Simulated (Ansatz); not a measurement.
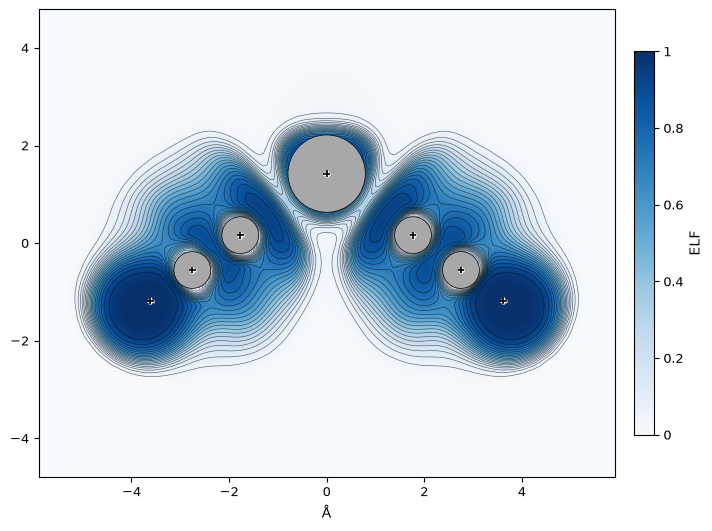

The electron localisation function on a plane through atoms (crosses mark nuclei in the plane; grey discs cover the cores).

All numbers below come from Ansatz, RKS PBE0-D4/def2-TZVPP.

Candidates:
A. C₄H₂F₂Zr (SMILES C#[C][Zr]([F])([F])[C]#C)
B. Br₃FHf (SMILES [F][Hf]([Br])([Br])[Br])
C. C₂H₆FGeN (SMILES NC(F)=[CH][GeH3])

Which system is this?

Candidate A: C₄H₂F₂Zr on the plane of atoms C2, Zr3 and C6, which holds C, Zr and H. C–C (1.22 Å): the ELF peaks at about 0.85 between the atoms (a multiple bond). C–Zr (2.17 Å): the ELF peaks at about 0.95 in the valence shell of C, 0.7 Å from its nucleus, and is about 0.40 at the midpoint.
